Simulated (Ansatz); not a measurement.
# Calculations on BPN2H8

**1. Relaxation**

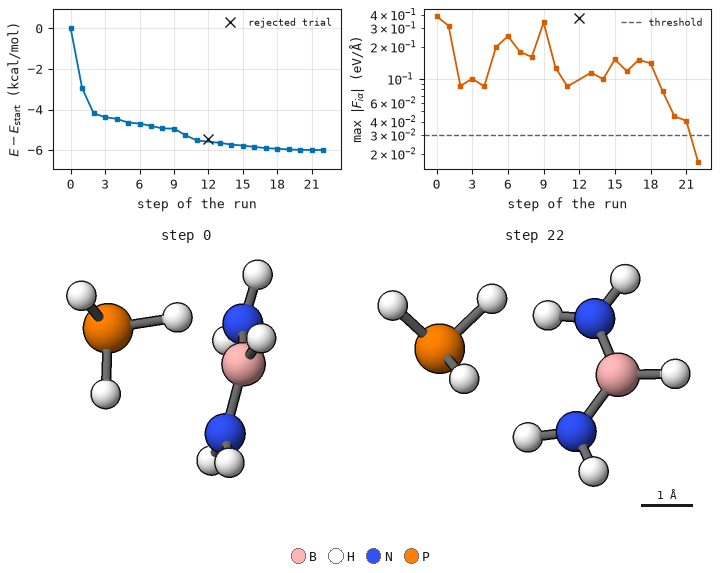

First and last geometry of a relaxation of BPN$_{2}$H$_{8}$, with the history of the run. The picture is a ball-and-stick view, seen from a free direction.

The run prepares an end point of a later path (reaction) calculation, from a guessed geometry.

Computed with RKS PBE0/6-31G* (Ansatz).

The input:
```yaml
crystal:
  periodic: [false, false, false]
  atoms:
    - { symbol: B, position_ang: [0.032781, -0.269684, -0.280649] }
    - { symbol: H, position_ang: [0.002812, -0.574163, 0.875785] }
    - { symbol: "N", position_ang: [1.285793, -0.190739, -0.921415] }
    - { symbol: H, position_ang: [2.144884, -0.40118, -0.439997] }
    - { symbol: H, position_ang: [1.418584, 0.087644, -1.883173] }
    - { symbol: "N", position_ang: [-1.192912, -0.019735, -0.938536] }
    - { symbol: H, position_ang: [-2.082863, -0.149471, -0.485224] }
    - { symbol: H, position_ang: [-1.272404, 0.205104, -1.919658] }
    - { symbol: P, position_ang: [-0.26164, 2.434347, 1.257438] }
    - { symbol: H, position_ang: [-1.676907, 2.375438, 1.149577] }
    - { symbol: H, position_ang: [-0.30748, 3.003421, 2.567396] }
    - { symbol: H, position_ang: [-0.146149, 1.092818, 1.712657] }
basis:
  gaussian: { orbitals: "6-31G*" }
hamiltonian:
  xc: pbe0
relax:
  f_tol: 0.03
  max_steps: 50
output:
  orbitals: {}
```

Command:
```bash
ansatz run input.yaml --threads 1 --pin off --max-ram 2048MiB --backend cpu --events-out ev --progress --plain --runs-dir out
```

> Did the run converge, and what did it change?

It converged. The largest move after the best rigid fit is that of H2, 1.69 Å. By element the largest moves are H 1.69 Å, B 0.60 Å, P 0.51 Å, N 0.24 Å. Among the contacts that change: B1–H2 1.196 → 1.202 Å, P9–H11 1.429 → 1.423 Å. Over 21 accepted moves (22 points after the start) the energy falls by 6.00 kcal/mol. The largest force component goes from 0.39 to 0.017 eV/Å. The line search rejected the trial step at point 12 of the run. Cost: 85 s on 1 thread of Arm Neoverse V1 (shared host), peak memory 0.16 GiB.

**2. Relaxation**

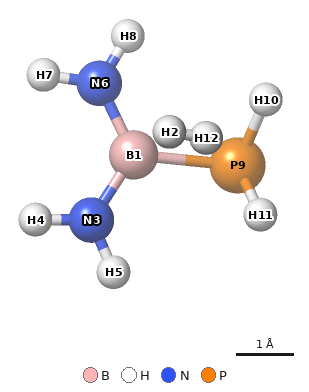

This is the input geometry for a relaxation of BPN2H8. The picture is a ball-and-stick view, seen from a free direction.

The run prepares an end point of a later path (reaction) calculation, from a guessed geometry.

All numbers below come from Ansatz 0.2.0, RKS PBE0/6-31G*.

Input file:
```yaml
crystal:
  periodic: [false, false, false]
  atoms:
    - { symbol: B, position_ang: [-0.106408, 0.663506, -0.448943] }
    - { symbol: H, position_ang: [-0.35346, -0.140202, 1.80148] }
    - { symbol: "N", position_ang: [1.186149, 0.116774, -0.62037] }
    - { symbol: H, position_ang: [1.358074, -0.785624, -1.038313] }
    - { symbol: H, position_ang: [2.032375, 0.613803, -0.396399] }
    - { symbol: "N", position_ang: [-1.264894, -0.033353, -0.863395] }
    - { symbol: H, position_ang: [-1.240517, -0.930546, -1.324824] }
    - { symbol: H, position_ang: [-2.197352, 0.33091, -0.75729] }
    - { symbol: P, position_ang: [-0.27906, 2.479228, 0.163374] }
    - { symbol: H, position_ang: [-1.438353, 2.313597, 0.969327] }
    - { symbol: H, position_ang: [0.631072, 2.414818, 1.254706] }
    - { symbol: H, position_ang: [-0.383127, 0.550889, 1.954848] }
basis:
  gaussian: { orbitals: "6-31G*" }
hamiltonian:
  xc: pbe0
relax:
  f_tol: 0.03
  max_steps: 50
```

Run as
```bash
ansatz run input.yaml --threads 1 --pin off --max-ram 2048MiB --backend cpu --events-out ev --progress --plain --runs-dir out
```

Q: Predict the outcome.

A: The atom that moves furthest after the best rigid fit is H12 (1.43 Å). Largest moves by element: H 1.43 Å, P 0.53 Å, N 0.26 Å, B 0.25 Å. Near-neighbour distances that change, for instance: H2–H12 0.709 → 0.745 Å, B1–P9 1.924 → 1.955 Å. Over 24 accepted moves (28 points after the start) the energy falls by 0.305 eV. The largest force component goes from 1.6 to 0.014 eV/Å. The line search rejected the trial steps at points 5, 13, 14, 16 of the run. The forces were under the threshold at step 7, but the run went on from there. The run took 110 s on 1 thread of Arm Neoverse V1 (shared host), peak memory 0.16 GiB.

The structure at the end:

```xyz
12

B    -0.0089    0.8574   -0.5674
H    -0.8955   -1.0145    2.7160
N     1.2794    0.3136   -0.7709
H     1.4466   -0.6550   -0.9978
H     2.1230    0.8572   -0.6978
N    -1.1774    0.0624   -0.6586
H    -1.1708   -0.9054   -0.9453
H    -2.1049    0.4347   -0.5399
P    -0.1881    2.7808   -0.2682
H    -1.2389    2.7154    0.6889
H     0.8325    2.9029    0.7158
H    -0.9523   -0.7557    2.0195
```

The end point in the same view:

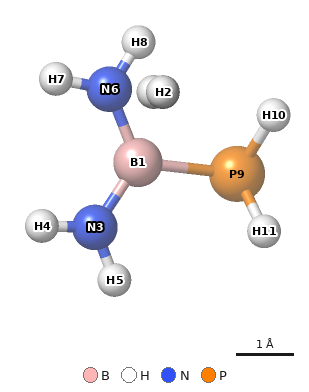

Limits of the set-up: the start holds two separate molecules, 2.2 Å apart at their closest, whose relative position is a soft coordinate and is computed without a dispersion correction.

**3. Path**

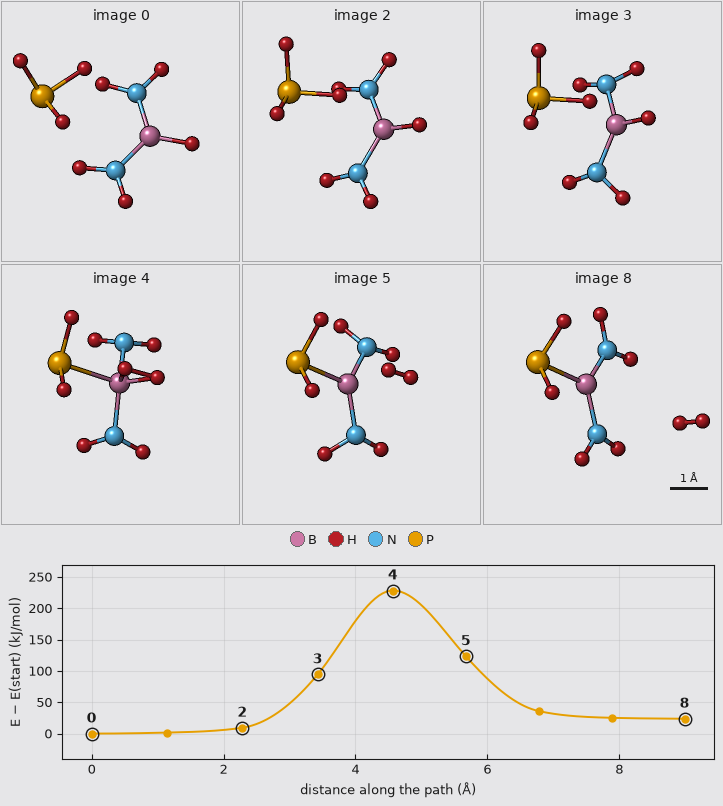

NEB run on BPN2H8, made up at the start of BN2H5 and PH₃. Images are numbered from 0 (start) to 8 (end). Style: ball-and-stick. Shown from a free direction.

Computed with RKS PBE0/6-31G* in Ansatz 0.2.0. Run with 7 movable images; climbing image; force threshold 0.05 eV/Å; iteration limit 51; starting path through a guess of the saddle point.

What happens along the path, and what is the barrier?

Breaking: B–H (1.20 → 3.88 Å), H–P (1.42 → 4.28 Å). Forming: B–P (3.92 → 1.95 Å), H–H (4.08 → 0.75 Å). The highest point, image 4, lies 228.3 kJ/mol above the start and 204.6 kJ/mol above the end; the end is at +23.7 kJ/mol relative to the start. The band converged in 22 iterations. The largest component of the band force went from 11 to 0.013 eV/Å. The climbing image converged on the top of the path. Its vibrational analysis gives one imaginary mode (798i cm⁻¹), as a transition state must have.

Limits of the set-up: the start holds two separate molecules, 3.0 Å apart at their closest, whose relative position is a soft coordinate and is computed without a dispersion correction.

The run took 9.4 min on 1 thread of Arm Neoverse V1, on a shared host, peak memory 0.17 GiB.
